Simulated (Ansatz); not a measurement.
## CH₇BFNOSi: phonon calculation

The run: phonon calculation of CH₇BFNOSi, SMILES NBOC[SiH2]F. Method and program: RKS revPBE/6-31G (Ansatz 0.2.0).

It belongs to a series of runs on one base structure; here: vibrations at the highest image of the band.

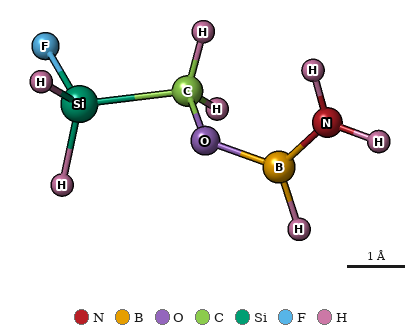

Figure 1. The structure as given in the input (ball-and-stick view, seen at a tilt).

### Input
```yaml
crystal:
  periodic: [false, false, false]
  atoms:
    - { symbol: "N", position_ang: [-0.025309, -2.663788, 0.415347] }
    - { symbol: B, position_ang: [-0.427471, -1.42891, 0.971066] }
    - { symbol: O, position_ang: [0.157005, -0.205897, 0.523309] }
    - { symbol: C, position_ang: [-0.276224, 0.571249, -0.646084] }
    - { symbol: Si, position_ang: [0.565416, 2.282956, -0.325661] }
    - { symbol: F, position_ang: [0.236721, 3.345516, -1.651183] }
    - { symbol: H, position_ang: [0.674566, -2.744894, -0.321347] }
    - { symbol: H, position_ang: [-0.386609, -3.551131, 0.758591] }
    - { symbol: H, position_ang: [-1.234946, -1.416502, 1.869514] }
    - { symbol: H, position_ang: [0.063165, 0.105748, -1.59164] }
    - { symbol: H, position_ang: [-1.378438, 0.664984, -0.686446] }
    - { symbol: H, position_ang: [-0.011327, 2.901754, 0.927513] }
    - { symbol: H, position_ang: [2.06375, 2.104113, -0.228079] }
basis:
  gaussian: { orbitals: "6-31G" }
hamiltonian:
  xc: revpbe
phonons: {}
```

Hardware: 1 thread of an x86-64 CPU, shared host.

Command:
```bash
ansatz run input.yaml --threads 1 --pin off --max-ram 2048MiB --backend cpu --events-out ev --progress --plain --runs-dir out
```

### What the program printed
```
Engine: ansatz 0.2.0, x86_64-unknown-linux-gnu
Functional definition: revPBE
  parameter kappa = 1.245
  parameter beta = 0.06672455060314922
  exchange = pbe_x(kappa = kappa, mu = beta*pi^2/3)
  correlation = pbe_c(beta = beta)
984 factors; integrals over basis functions are off by at most 1.9e-4 eV
mean field evaluation 1: about -15943.6619 eV, gradient 7.2e1 eV
mean field evaluation 2: about -15915.9884 eV, gradient 1.3e2 eV
mean field evaluation 4: about -15953.8919 eV, gradient 8.8e0 eV
mean field evaluation 8: about -15954.0514 eV, gradient 2.7e-1 eV
mean field evaluation 16: about -15954.0516 eV, gradient 3.3e-5 eV
mean field -15954.05161927 eV, -586.3005829635 hartree, gradient 3.3e-5 eV, S^2 0.000000; 0 other end points of the search recorded, 0 dependent functions left out
the calculation of the forces begins
reference -15954.05166913 eV, -586.3005847958 hartree; 28, 28 occupied and 44, 44 virtual orbitals, 984 factors
these checks for a lower state are left out or cut short: stability, starts, cluster_reference, orbital_swaps, neighbouring_geometries, increment
984 factors; integrals over basis functions are off by at most 1.9e-4 eV
mean field -15954.05149839 eV, -586.3005785212 hartree, gradient 6.1e-7 eV, S^2 0.000000; 0 other end points of the search recorded, 0 dependent functions left out
[... from here on the field's lines of each further geometry are left out, up to the last ...]
the calculation of the forces begins
reference -15954.05166046 eV, -586.3005844772 hartree; 28, 28 occupied and 44, 44 virtual orbitals, 984 factors
these checks for a lower state are left out or cut short: stability, starts, cluster_reference, orbital_swaps, neighbouring_geometries, increment
984 factors; integrals over basis functions are off by at most 1.9e-4 eV
mean field evaluation 480: about -15954.0516 eV, gradient 2.1e-2 eV
mean field -15954.05161492 eV, -586.3005828035 hartree, gradient 1.1e-6 eV, S^2 0.000000; 0 other end points of the search recorded, 0 dependent functions left out
the calculation of the forces begins
reference -15954.05166478 eV, -586.3005846359 hartree; 28, 28 occupied and 44, 44 virtual orbitals, 984 factors
WARN: phonons: modes at or below zero, which the zero-point energy, F, S and C_V leave out: 1, the lowest at -207.61 cm⁻¹. A minimum has none, and a first-order saddle one
Total energy: -15954.05166913 eV, -586.3005847958 hartree
Atom 0 at    -0.025309    -2.663788     0.415347 Å, force    -0.002981    -0.010059     0.006350 eV/Å
Atom 1 at    -0.427471    -1.428910     0.971066 Å, force     0.004438     0.001599    -0.003840 eV/Å
Atom 2 at     0.157005    -0.205897     0.523309 Å, force    -0.002188     0.008574     0.002197 eV/Å
Atom 3 at    -0.276224     0.571249    -0.646084 Å, force     0.005279     0.001767     0.002658 eV/Å
Atom 4 at     0.565416     2.282956    -0.325661 Å, force    -0.000204    -0.006414    -0.002263 eV/Å
Atom 5 at     0.236721     3.345516    -1.651183 Å, force     0.000553    -0.002046     0.000582 eV/Å
Atom 6 at     0.674566    -2.744894    -0.321347 Å, force     0.002973     0.012458     0.000646 eV/Å
Atom 7 at    -0.386609    -3.551131     0.758591 Å, force     0.001570     0.000171    -0.000027 eV/Å
Atom 8 at    -1.234946    -1.416502     1.869514 Å, force    -0.004057    -0.006346    -0.005734 eV/Å
Atom 9 at     0.063165     0.105748    -1.591640 Å, force    -0.004977    -0.001368    -0.002079 eV/Å
Atom 10 at    -1.378438     0.664984    -0.686446 Å, force    -0.002036     0.003610     0.002763 eV/Å
Atom 11 at    -0.011327     2.901754     0.927513 Å, force     0.002160     0.000812    -0.000391 eV/Å
Atom 12 at     2.063750     2.104113    -0.228079 Å, force    -0.000531    -0.002757    -0.000861 eV/Å
Dipole moment:    -0.016721    -0.752151    -0.045040 e Å
Vibrations: -207.61 21.22 76.06 87.11 186.03 231.53 413.63 481.08 625.57 681.47 690.83 705.00 754.35 764.79 845.09 864.47 898.68 914.07 940.22 1107.17 1150.99 1173.52 1273.54 1363.30 1483.19 1636.11 2135.08 2160.13 2573.19 2954.59 3011.47 3497.03 3614.23 cm⁻¹, zero-point energy 2.437205 eV
```

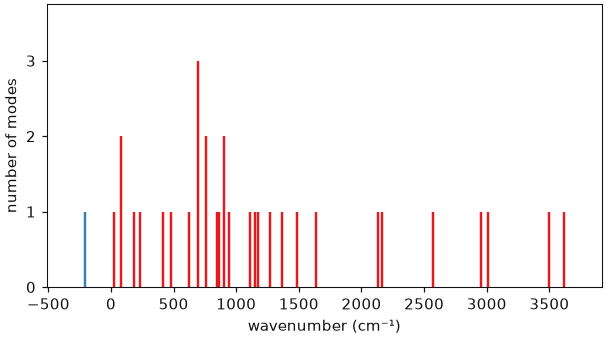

Figure 2. Harmonic vibrational wavenumbers from the force constants; neighbouring modes closer than 17 cm⁻¹ are counted in one stick, and imaginary ones are drawn at negative wavenumbers. 33 modes from 208i to 3614 cm⁻¹, 1 imaginary beyond 8i (208i cm⁻¹): a first-order saddle point, if the geometry is stationary.

### Key numbers

| quantity | value |
| --- | --- |
| outcome | converged |
| total energy | −15954.0517 eV |
| mean-field energy | −15954.0517 eV |
| largest force (length of the vector) | 0.013 eV/Å |
| wall time | 3.1 min |
| peak memory | 0.25 GiB |
